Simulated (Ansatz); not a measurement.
**Geometry relaxation, with input and output: Ti₁₆SiO₃₂ (part 2 of 2)**

Continued. System: Ti₁₆SiO₃₂ (defect cell, 49 atoms in the cell). Method: DFT PBE, scalar-relativistic, plane waves, PAW, PAW set soft_1, no spin polarisation (Ansatz 0.2.0); cutoff 420 eV, 1×1×1 k-mesh, Fermi–Dirac smearing of 0.02 eV. The structure derives from an entry of the Crystallography Open Database. It belongs to a series of runs on one base structure; here: start relaxed.

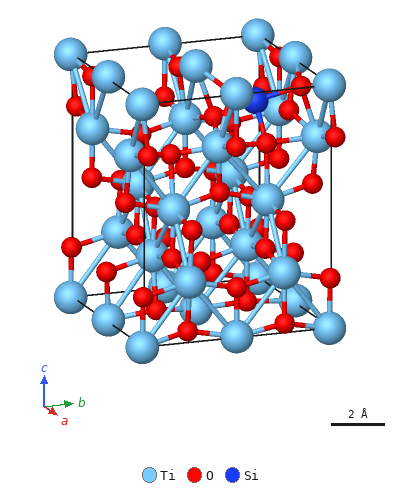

The geometry at step 7 of the log (ball-and-stick view of the cell of the calculation, seen slightly off an axis).

## Output, continued
```
--- Forces (eV/Å), atoms counted from 1 ---
  atom   1  Ti     0.01431590    -0.00884278    -0.00657100
  atom   2  Ti    -0.00713307    -0.00316036    -0.02382701
  atom   3  O      0.00697789     0.01133972    -0.00527493
  atom   4  O      0.01975433    -0.00411871     0.00452544
  atom   5  O     -0.00947475    -0.01459185     0.02362078
  atom   6  O      0.00429749     0.02353924    -0.00763608
  atom   7  Ti    -0.01967607     0.00022434    -0.00794037
  atom   8  Ti    -0.01979800    -0.00130746    -0.01576773
  atom   9  O      0.04053564     0.01820985     0.01595291
  atom  10  O     -0.02063304    -0.01467983     0.00284208
  atom  11  O     -0.00301858     0.00522001     0.01730583
  atom  12  O     -0.03125662     0.00476050    -0.00899989
  atom  13  Ti     0.00062243     0.00419980     0.01381148
  atom  14  Ti    -0.00173866    -0.01965961    -0.02305395
  atom  15  O      0.01060958     0.00487786    -0.00080885
  atom  16  O     -0.01474321     0.01311627     0.00191494
  atom  17  O     -0.01352215     0.02123426     0.00480459
  atom  18  O      0.05793433     0.00762977     0.01592985
  atom  19  Ti     0.00023627    -0.00067857     0.01925240
  atom  20  Ti    -0.02327681    -0.00563608    -0.01918398
  atom  21  O      0.00562155     0.00482250    -0.01259071
  atom  22  O     -0.02924701    -0.01348926    -0.01284366
  atom  23  O     -0.00317517    -0.01290059    -0.01501502
  atom  24  O     -0.00349745    -0.00617143     0.00731367
  atom  25  Ti    -0.01720768     0.02639400    -0.00111593
  atom  26  Ti    -0.04502738    -0.01260268    -0.00404691
  atom  27  O      0.04267808    -0.02230992     0.02086886
  atom  28  O     -0.01133945     0.00462814    -0.00617243
  atom  29  O      0.01678054    -0.00949249     0.00242800
  atom  30  O     -0.04251525    -0.01526605    -0.00867728
  atom  31  Ti     0.00508189     0.01486739    -0.00654237
  atom  32  Ti     0.01893824     0.02340348    -0.00722739
  atom  33  O     -0.00034788     0.01707026    -0.00898492
  atom  34  O      0.02141431    -0.00647616     0.00450575
  atom  35  O     -0.02842731    -0.02025552    -0.02348384
  atom  36  O      0.00177058     0.00892415     0.01773480
  atom  37  Ti     0.00908946    -0.01111299     0.01198449
  atom  38  Ti    -0.01494269    -0.00195350     0.00918752
  atom  39  O      0.01086833     0.00700520     0.00852045
  atom  40  O     -0.01094672     0.00570403    -0.01880255
  atom  41  O     -0.00038396    -0.00752513     0.00428388
  atom  42  O      0.02200537     0.01549027     0.00687169
  atom  43  Ti     0.03191881    -0.00372647     0.00571824
[...]
  atom  44  Ti     0.04225201    -0.00291551     0.01069867
  atom  45  O     -0.01450461    -0.02655915    -0.00522321
  atom  46  O      0.01809729     0.00110465     0.00704471
  atom  47  O     -0.01018019     0.00338591    -0.02412649
  atom  48  O     -0.01285154     0.00906325     0.02818635
  atom  49  Si     0.00701949    -0.01081097     0.00862847
  max |Σ_I F_I| component: 4.55e-5 eV/Å
--- Relaxed structure (10 steps of the walk, 10 accepted, 0 SCFs on fresh bases) ---
  F+E_penalty+E_count = -58855.70975005 eV   max|allowed force component| = 5.794e-2 eV/Å
  atoms:
    - { symbol: Ti, position: [-0.0037850716658203694, -0.0008681404194436334, 0.0010958655868881454] }
    - { symbol: Ti, position: [-0.0045657229394560584, 0.24903889625283096, 0.25018820962595595] }
    - { symbol: O, position: [-0.004365625397375024, 0.0002763011013903131, 0.20425479448586048] }
    - { symbol: O, position: [0.0005132271440426992, 0.24950545508089847, 0.46314597269680047] }
    - { symbol: O, position: [-0.03950277671206513, 0.24895208647571698, 0.03781956065268882] }
    - { symbol: O, position: [0.004647993655210035, 0.020292459917209692, 0.78638246545318] }
    - { symbol: Ti, position: [0.4821868062339988, 0.014154213253186521, 0.012667529708409097] }
    - { symbol: Ti, position: [0.4990315892017032, 0.24905632069972453, 0.2533148417095407] }
    - { symbol: O, position: [0.5155978084205372, -0.003171508665544588, 0.20958864866462126] }
    - { symbol: O, position: [0.4978991968069074, 0.25018527655261613, 0.4540332132093922] }
    - { symbol: O, position: [0.5440877155119962, 0.24877664571933275, 0.03516228662938657] }
    - { symbol: O, position: [0.5031501620999692, -0.0629128770529226, 0.8016647847486794] }
    - { symbol: Ti, position: [-0.0037158889007462784, 0.49844582824271305, 0.0008525009964656264] }
    - { symbol: Ti, position: [0.0010637680229044985, 0.7489235839953012, 0.24568718987431462] }
    - { symbol: O, position: [-0.005054208311429706, 0.4972348249570563, 0.20410469274081292] }
    - { symbol: O, position: [0.002018380671171105, 0.7491414889928436, 0.45941731791969365] }
    - { symbol: O, position: [0.01881653664783364, 0.7487318843537866, 0.039679176294312106] }
    - { symbol: O, position: [0.004326769460446451, 0.47678838715600796, 0.7862399539396491] }
    - { symbol: Ti, position: [0.25382942210108445, 0.24940834551483718, 0.49986104291525196] }
    - { symbol: Ti, position: [0.25447103564868895, 0.4991216803773668, 0.7491945491479037] }
    - { symbol: O, position: [0.28982345324478354, 0.24913591207338734, 0.7122138539067511] }
    - { symbol: O, position: [0.24624105373458452, 0.47668033874784305, 0.9636946177231193] }
    - { symbol: O, position: [0.2538017603882026, 0.49781550416664866, 0.5461539890683523] }
    - { symbol: O, position: [0.24870237252901817, 0.24911658575744114, 0.2876752515510531] }
    - { symbol: Ti, position: [0.48268422196310495, 0.4834149070611538, 0.012430422277299921] }
    - { symbol: Ti, position: [0.493179608767163, 0.7489205247959677, 0.255572009786359] }
    - { symbol: O, position: [0.5162990377047956, 0.5009119968884367, 0.20921107692501403] }
    - { symbol: O, position: [0.4960793697363644, 0.7490242544409166, 0.4554296366522021] }
    - { symbol: O, position: [0.49611399413477353, 0.7490047467821306, 0.02855138889114653] }
    - { symbol: O, position: [0.503281358009793, 0.5612818573627875, 0.8015988498835904] }
    - { symbol: Ti, position: [0.7511716794873912, 0.24898174215788543, 0.4985214939263467] }
    - { symbol: Ti, position: [0.7682512575602094, 0.48384206544018044, 0.7373652692878591] }
    - { symbol: O, position: [0.7061813364565956, 0.24894033134507182, 0.7157938874056984] }
    - { symbol: O, position: [0.7466895408716265, 0.5607153787743094, 0.9486908966995604] }
    - { symbol: O, position: [0.7320476342999148, 0.501521405630252, 0.540781649348574] }
    - { symbol: O, position: [0.7517995839954378, 0.24806657622004294, 0.2966422666651535] }
    - { symbol: Ti, position: [0.24845530385807152, 0.7492024594113904, 0.5039913717393126] }
    - { symbol: Ti, position: [0.2544751276401681, -0.0005888809109904035, 0.7489167770994342] }
    - { symbol: O, position: [0.23128243706081492, 0.7491344871386109, 0.7101181457648087] }
    - { symbol: O, position: [0.2459607005529918, 0.021522274728643667, 0.9637805058390911] }
    - { symbol: O, position: [0.2539312830788285, 0.0008402011660544199, 0.54573023294843] }
    - { symbol: O, position: [0.2475914383553594, 0.7476603896184366, 0.2905538585798639] }
    - { symbol: Ti, position: [0.7567358469615086, 0.7491215016185557, 0.49484389914798954] }
    - { symbol: Ti, position: [0.7682782049862388, 0.014067050999797426, 0.7373959424983481] }
    - { symbol: O, position: [0.7538552927916023, 0.7492116530752347, 0.721948267279936] }
    - { symbol: O, position: [0.7466355171410635, -0.06260329408677824, 0.9487767376800498] }
    - { symbol: O, position: [0.7312919392077701, -0.0032300385862091517, 0.5407432110026487] }
    - { symbol: O, position: [0.7535567033410807, 0.7484996717657186, 0.29439531192400437] }
    - { symbol: Si, position: [0.6251981244411425, 0.7491478439121716, 0.8752578814981989] }
```

## Trajectory as extended XYZ (Å, eV, eV/Å), 4 of the 10 frames kept, from step=1 to step=10
```
49
Lattice="7.5784 0.0000 0.0000 0.0000 7.5784 0.0000 0.0000 0.0000 9.5370" Properties=species:S:1:pos:R:3:forces:R:3 step=1 energy=-58848.74199
Ti    0.0000    0.0000    0.0000    0.5886   0.2719   0.1552
Ti    0.0000    1.8946    2.3843    0.0952  -0.0431  -0.0947
O     0.0000    0.0000    1.9827   -0.0459  -0.1009  -0.0241
O     0.0000    1.8946    4.3670   -0.1280   0.0004   0.0332
O     0.0000    1.8946    0.4015   -0.1419   0.0313  -0.0211
O     0.0000    0.0000    7.5543   -0.3553  -0.1131  -0.0984
Ti    3.7892    0.0000    0.0000   -1.4973   3.0341   0.5560
Ti    3.7892    1.8946    2.3843   -0.1654   0.0132   0.0525
O     3.7892    0.0000    1.9827    0.1195  -0.5440  -0.3837
O     3.7892    1.8946    4.3670    0.1176  -0.0040  -0.0551
O     3.7892    1.8946    0.4015    0.8072  -0.4354  -0.4608
O     3.7892    0.0000    7.5543    0.0299  -0.1711  -0.1679
Ti    0.0000    3.7892    0.0000    1.5046  -0.0822   0.1794
Ti    0.0000    5.6838    2.3843    0.1270   0.0538   0.0255
O     0.0000    3.7892    1.9827   -0.0948   0.0835  -0.0944
O     0.0000    5.6838    4.3670   -0.1674   0.0039   0.1021
O     0.0000    5.6838    0.4015   -0.3076  -0.0466  -0.1430
O     0.0000    3.7892    7.5543   -0.3582   0.0498   0.0171
Ti    1.8946    1.8946    4.7685   -0.0989  -0.0446   0.0544
Ti    1.8946    3.7892    7.1528   -1.3949  -0.1457  -0.1628
O     1.8946    1.8946    6.7512    0.1237  -0.0463   0.0101
O     1.8946    3.7892    9.1355    0.2356   0.0140  -0.0517
O     1.8946    3.7892    5.1700    0.0869   0.1008   0.0983
O     1.8946    1.8946    2.7858    0.1355  -0.0053  -0.0054
Ti    3.7892    3.7892    0.0000   -5.4658  -6.6911   4.9558
Ti    3.7892    5.6838    2.3843   -0.2853  -0.0932   1.9966
O     3.7892    3.7892    1.9827    0.2263   0.5544  -0.2979
O     3.7892    5.6838    4.3670    0.1271  -0.0041  -0.1108
O     3.7892    5.6838    0.4015    0.0371  -0.1763  -0.0636
O     3.7892    3.7892    7.5543   -0.6723   0.0380  -0.4551
Ti    5.6838    1.8946    4.7685    0.1116   0.0044  -0.1976
Ti    5.6838    3.7892    7.1528    4.5944  -4.8857  -4.0897
O     5.6838    1.8946    6.7512   -0.6208  -0.1309   0.4704
O     5.6838    3.7892    9.1355    0.3274   0.0939   0.5993
O     5.6838    3.7892    5.1700   -0.1705   0.4200   0.3513
O     5.6838    1.8946    2.7858   -0.1024  -0.0036   0.0900
Ti    1.8946    5.6838    4.7685   -0.1548   0.0397  -0.0325
Ti    1.8946    0.0000    7.1528   -0.6532   0.3149  -0.1711
O     1.8946    5.6838    6.7512    0.2858  -0.0437   0.1579
O     1.8946    0.0000    9.1355    0.3378  -0.1523   0.0767
O     1.8946    0.0000    5.1700    0.0442  -0.1044   0.0409
O     1.8946    5.6838    2.7858    0.2310   0.0140  -0.1261
Ti    5.6838    5.6838    4.7685    0.2377  -0.0274  -1.4942
Ti    5.6838    0.0000    7.1528    1.3357   2.4874  -0.6046
O     5.6838    5.6838    6.7512    0.1474   0.2065  -0.4162
O     5.6838    0.0000    9.1355    0.2374  -0.1605   0.0666
O     5.6838    0.0000    5.1700   -0.0708  -0.4058   0.3690
O     5.6838    5.6838    2.7858   -0.1758  -0.0033  -0.0193
Si    4.7005    5.3082    8.4034    0.8751   6.8344  -0.6169
49
Lattice="7.5784 0.0000 0.0000 0.0000 7.5784 0.0000 0.0000 0.0000 9.5370" Properties=species:S:1:pos:R:3:forces:R:3 step=4 energy=-58853.14556
Ti    0.0224    0.0152   -0.0096   -0.2820  -0.2654   0.0575
Ti    0.0089    1.8824    2.3778    0.0456  -0.1574   0.0642
O     0.0026   -0.0065    1.9646    0.0459   0.0255  -0.0107
O     0.0057    1.9015    4.3635    0.0111   0.0658   0.0749
O    -0.0658    1.9154    0.3955   -0.1655   0.1416  -0.0444
O     0.0377    0.0676    7.5231   -0.0219   0.1579  -0.1601
Ti    3.7423    0.0029    0.0061   -0.4148  -0.7877   0.0604
Ti    3.7904    1.7796    2.4444   -0.0968  -0.3052   0.4385
O     3.8005   -0.1118    1.9802    0.0291   0.1489   0.1238
O     3.7918    1.8659    4.3705   -0.0878   0.0016  -0.1850
O     3.9375    1.7792    0.4314    0.3323   0.2595  -0.1599
O     3.8400    0.0116    7.5022   -0.1620  -0.1883  -0.0369
Ti   -0.0162    3.7876    0.0326   -0.1964  -0.0595   0.3309
Ti    0.0082    5.6881    2.3665    0.0004   0.0753  -0.1130
O    -0.0126    3.7889    1.9796    0.0424   0.0189  -0.0985
O     0.0042    5.7000    4.3568    0.0304   0.0068   0.0959
O    -0.0455    5.6800    0.3733    0.1249   0.0248   0.0429
O    -0.0010    3.7685    7.5576   -0.0479  -0.0117  -0.1701
Ti    1.8941    1.9053    4.7701   -0.0320   0.0868  -0.0207
Ti    1.8687    3.8147    7.1447    0.3817   0.0729  -0.2432
O     1.9681    1.9296    6.7555    0.1565   0.1089   0.0918
O     1.8411    3.7151    9.1648   -0.1923  -0.1691   0.1051
O     1.9145    3.8034    5.1862   -0.0182  -0.1044   0.0871
O     1.9014    1.8616    2.7773   -0.0989   0.0029  -0.1189
Ti    3.5876    3.5540    0.1870    0.3439   0.8951  -0.3785
Ti    3.7553    5.6176    2.4899    0.0416   0.0761  -0.1391
O     3.7872    3.7074    2.0674   -0.0054  -0.1310  -0.0047
O     3.7810    5.6867    4.3881   -0.0789   0.0261  -0.1181
O     3.6978    5.5461    0.3892    0.3343  -0.1883  -0.9074
O     3.7996    3.9917    7.6550    0.6073   1.2137   0.2321
Ti    5.6942    1.8945    4.7069    0.2478  -0.0264  -0.4325
Ti    5.8217    3.6933    7.0188   -0.2503   0.1162  -0.1149
O     5.5635    1.9232    6.7096   -0.2340   0.2870   0.1844
O     5.5704    3.9453    9.1599   -0.0670   1.1676  -0.6416
O     5.6487    3.8167    5.1268   -0.1004   0.0108   0.2150
O     5.6903    1.8582    2.7730    0.1082   0.0203   0.1260
Ti    1.8737    5.6967    4.7918   -0.0358   0.0812   0.1026
Ti    1.9147    0.0386    7.1263    0.3216  -0.0293  -0.1628
O     1.9349    5.7030    6.7775   -0.1696  -0.0931  -0.0651
O     1.9122    0.0132    9.1250    0.0409   0.1311   0.0306
O     1.9020    0.0121    5.1691   -0.0101   0.0628   0.0736
O     1.8864    5.6606    2.7979   -0.1438  -0.0551  -0.0347
Ti    5.7111    5.7121    4.7021    0.2111   0.1327  -0.1357
Ti    5.7883    0.1378    7.0713    0.3601  -0.3186  -0.1475
O     5.7316    5.7356    6.7506   -0.8581  -0.3722   1.9247
O     5.7454    0.0080    9.0879    0.3156  -0.3979  -0.2010
O     5.6730    0.0146    5.1287   -0.1513  -0.0352  -0.0180
O     5.6798    5.6670    2.7729    0.1309  -0.0529   0.1979
Si    4.7221    5.5398    8.4299   -0.3432  -1.6689   0.2020
49
Lattice="7.5784 0.0000 0.0000 0.0000 7.5784 0.0000 0.0000 0.0000 9.5370" Properties=species:S:1:pos:R:3:forces:R:3 step=7 energy=-58855.35519
Ti   -0.0381   -0.0597   -0.0153    0.3610   0.2049   0.1433
Ti   -0.0001    1.8431    2.3711   -0.1734   0.1495  -0.0451
O    -0.0068   -0.0360    1.9540   -0.0645   0.0993  -0.1093
O     0.0152    1.9394    4.3957   -0.0641  -0.0426   0.0486
O    -0.2709    1.8641    0.3707   -0.0906  -0.1953  -0.1077
O     0.0306    0.1473    7.4869   -0.1448  -0.0105   0.1691
Ti    3.6618    0.0537    0.0510   -0.2871   0.2538   0.3194
Ti    3.7906    1.7854    2.4356   -0.0331   0.3900   0.0331
O     3.8568   -0.0983    1.9910    0.0637   0.1099  -0.2418
O     3.7848    1.8977    4.3281   -0.0753   0.0467   0.0433
O     4.0912    1.8308    0.3729    0.1098  -0.1072  -0.1801
O     3.8191   -0.2727    7.5979   -0.1518  -0.4953   0.2719
Ti   -0.0073    3.7528    0.0372   -0.0392   0.0334  -0.1495
Ti    0.0251    5.6595    2.3705    0.0080  -0.1227  -0.0643
O    -0.0036    3.7535    1.9648   -0.0397  -0.1124  -0.0518
O     0.0122    5.7110    4.3989   -0.0601   0.0108  -0.0156
O     0.1117    5.6487    0.3946    0.0918   0.1424  -0.0693
O     0.0222    3.7178    7.5057    0.0850  -0.0808  -0.0204
Ti    1.9098    1.9436    4.7566    0.1111  -0.0131  -0.0278
Ti    1.9149    3.8430    7.1325   -0.1118   0.0516   0.0677
O     2.1496    1.9604    6.7652    0.0676  -0.2256   0.0872
O     1.8581    3.5930    9.1729    0.1568  -0.0478   0.1120
O     1.9284    3.8210    5.1932   -0.0098  -0.0179   0.0036
O     1.8886    1.8573    2.7394    0.1077  -0.0573   0.0166
Ti    3.6523    3.6018    0.1240   -0.2445   0.0323   0.1276
Ti    3.7675    5.6257    2.4772   -0.1481  -0.0247  -0.0767
O     3.8406    3.7290    2.0067    0.0826   0.2586  -0.2743
O     3.7757    5.7035    4.3606   -0.0111   0.0104   0.0304
O     3.7361    5.6268    0.2445   -0.2390   0.3426   0.3173
O     3.8076    4.2742    7.6559   -0.1525  -0.4840  -0.0475
Ti    5.7035    1.9047    4.7217    0.0729   0.1791   0.2102
Ti    5.8186    3.6785    7.0410    0.1649  -0.0902  -0.1175
O     5.3799    1.9169    6.8030    0.0534  -0.2707   0.1646
O     5.6420    4.2556    9.0854    0.3431  -0.7644   0.0279
O     5.5745    3.8273    5.1800   -0.0512  -0.0810  -0.1698
O     5.7078    1.8533    2.8155   -0.0358  -0.0564  -0.0707
Ti    1.8750    5.7298    4.7981    0.0915  -0.0405   0.0751
Ti    1.9452    0.0665    7.1157   -0.0836  -0.0544  -0.0584
O     1.8136    5.7266    6.7648   -0.0630   0.0776  -0.0168
O     1.8641    0.0972    9.1454   -0.0984   0.0556   0.2459
O     1.9163    0.0529    5.1783    0.0047   0.0095   0.0556
O     1.8889    5.6278    2.7910    0.0029   0.0113  -0.0068
Ti    5.7277    5.7136    4.7404    0.1000  -0.2177  -0.1500
Ti    5.8120    0.1186    7.0555   -0.2026   0.3751  -0.2392
O     5.6276    5.7019    6.9297    0.4967  -0.0661  -0.6747
O     5.6456   -0.4805    9.0426   -0.0970  -0.3489   0.1061
O     5.5890    0.0051    5.1519   -0.0603  -0.0641   0.1879
O     5.7090    5.6235    2.8249    0.0262   0.0076   0.0202
Si    4.7477    5.5828    8.3926    0.2319   1.2393   0.1007
49
Lattice="7.5784 0.0000 0.0000 0.0000 7.5784 0.0000 0.0000 0.0000 9.5370" Properties=species:S:1:pos:R:3:forces:R:3 step=10 energy=-58855.70975
Ti   -0.0287   -0.0066    0.0105    0.0143  -0.0088  -0.0066
Ti   -0.0346    1.8873    2.3860   -0.0071  -0.0032  -0.0238
O    -0.0331    0.0021    1.9480    0.0070   0.0113  -0.0053
O     0.0039    1.8909    4.4170    0.0198  -0.0041   0.0045
O    -0.2994    1.8867    0.3607   -0.0095  -0.0146   0.0236
O     0.0352    0.1538    7.4997    0.0043   0.0235  -0.0076
Ti    3.6542    0.1073    0.1208   -0.0197   0.0002  -0.0079
Ti    3.7819    1.8874    2.4159   -0.0198  -0.0013  -0.0158
O     3.9074   -0.0240    1.9988    0.0405   0.0182   0.0160
O     3.7733    1.8960    4.3301   -0.0206  -0.0147   0.0028
O     4.1233    1.8853    0.3353   -0.0030   0.0052   0.0173
O     3.8131   -0.4768    7.6455   -0.0313   0.0048  -0.0090
Ti   -0.0282    3.7774    0.0081    0.0006   0.0042   0.0138
Ti    0.0081    5.6756    2.3431   -0.0017  -0.0197  -0.0231
O    -0.0383    3.7682    1.9465    0.0106   0.0049  -0.0008
O     0.0153    5.6773    4.3815   -0.0147   0.0131   0.0019
O     0.1426    5.6742    0.3784   -0.0135   0.0212   0.0048
O     0.0328    3.6133    7.4984    0.0579   0.0076   0.0159
Ti    1.9236    1.8901    4.7672    0.0002  -0.0007   0.0193
Ti    1.9285    3.7825    7.1451   -0.0233  -0.0056  -0.0192
O     2.1964    1.8881    6.7924    0.0056   0.0048  -0.0126
O     1.8661    3.6125    9.1908   -0.0292  -0.0135  -0.0128
O     1.9234    3.7726    5.2087   -0.0032  -0.0129  -0.0150
O     1.8848    1.8879    2.7436   -0.0035  -0.0062   0.0073
Ti    3.6580    3.6635    0.1185   -0.0172   0.0264  -0.0011
Ti    3.7375    5.6756    2.4374   -0.0450  -0.0126  -0.0040
O     3.9127    3.7961    1.9952    0.0427  -0.0223   0.0209
O     3.7595    5.6764    4.3434   -0.0113   0.0046  -0.0062
O     3.7597    5.6763    0.2723    0.0168  -0.0095   0.0024
O     3.8141    4.2536    7.6448   -0.0425  -0.0153  -0.0087
Ti    5.6927    1.8869    4.7544    0.0051   0.0149  -0.0065
Ti    5.8221    3.6667    7.0323    0.0189   0.0234  -0.0072
O     5.3517    1.8866    6.8265   -0.0003   0.0171  -0.0090
O     5.6587    4.2493    9.0477    0.0214  -0.0065   0.0045
O     5.5477    3.8007    5.1574   -0.0284  -0.0203  -0.0235
O     5.6974    1.8799    2.8291    0.0018   0.0089   0.0177
Ti    1.8829    5.6778    4.8066    0.0091  -0.0111   0.0120
Ti    1.9285   -0.0045    7.1424   -0.0149  -0.0020   0.0092
O     1.7528    5.6772    6.7724    0.0109   0.0070   0.0085
O     1.8640    0.1631    9.1916   -0.0109   0.0057  -0.0188
O     1.9244    0.0064    5.2046   -0.0004  -0.0075   0.0043
O     1.8763    5.6661    2.7710    0.0220   0.0155   0.0069
Ti    5.7348    5.6771    4.7193    0.0319  -0.0037   0.0057
Ti    5.8223    0.1066    7.0325    0.0423  -0.0029   0.0107
O     5.7130    5.6778    6.8852   -0.0145  -0.0266  -0.0052
O     5.6583   -0.4744    9.0485    0.0181   0.0011   0.0070
O     5.5420   -0.0245    5.1571   -0.0102   0.0034  -0.0241
O     5.7108    5.6724    2.8076   -0.0129   0.0091   0.0282
Si    4.7380    5.6773    8.3473    0.0070  -0.0108   0.0086
```

## Key numbers

| quantity | value |
| --- | --- |
| outcome | converged |
| electrons treated | 388 |
| free energy | −58855.7098 eV |
| Fermi energy | 10.460 eV |
| final volume | 547.73 Å³ |
| largest force (length of the vector) at the end | 0.061 eV/Å |
| hardware | 2 threads of Arm Neoverse V2, 24 GiB of memory available, shared host |
| wall time | 66 s (CPU time 2.1 min) |
| peak memory | 0.71 GiB |

## Notes

The input asks for low accuracy. The k-point mesh is coarse for a cell of this size, so the results may not be converged.
